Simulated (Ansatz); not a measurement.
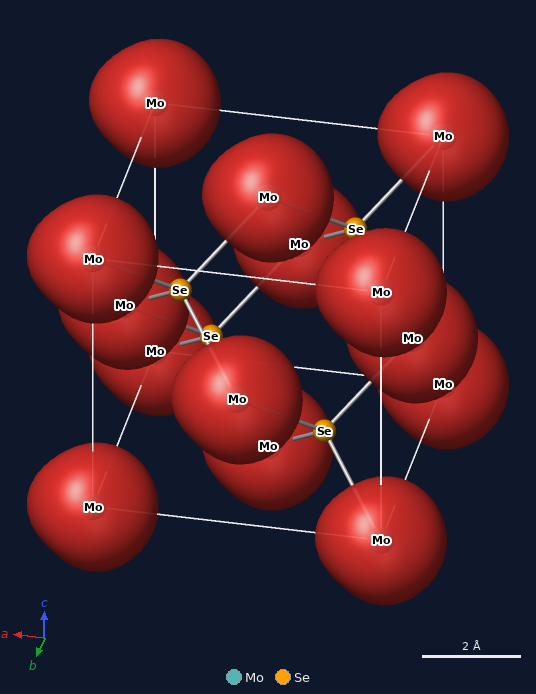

Figure. MoSe. Isosurface of the magnetisation density (up minus down) at +0.1 e/Å³ (red), seen at an oblique angle. Sticks mark near contacts.

Space group F-43m; started from the zinc blende prototype, which need not be the ambient phase; computed pressure about 5 GPa in this cell; Hubbard U of 4.38 eV on Mo d only; spin-polarised.

All numbers below come from Ansatz 0.2.0, DFT PBE+U, scalar-relativistic, plane waves, PAW.

In a PAW calculation such maps are meaningful between the atoms, not at the nuclei.

```
CELL_PARAMETERS angstrom
6.07567 0.00000 0.00000
0.00000 0.00000 -6.07567
0.00000 6.07567 0.00000
ATOMIC_POSITIONS crystal
Mo 0.50000 0.50000 0.00000
Mo 0.00000 0.50000 0.50000
Mo 0.00000 0.00000 0.00000
Mo 0.50000 0.00000 0.50000
Se 0.25000 0.75000 0.25000
Se 0.75000 0.75000 0.75000
Se 0.75000 0.25000 0.25000
Se 0.25000 0.25000 0.75000
```

Q: Where is the spin, and how is it ordered?

A: The spin density sits on Mo: +3.1 μB (×4) in one cell of 8 atoms, with smaller moments on other sites: Se (up to −0.24 μB): parallel main moments, as they must be, since the calculation's own cell holds one magnetic site. The cell of the calculation (2 atoms) carries 4.0 μB of net spin moment.
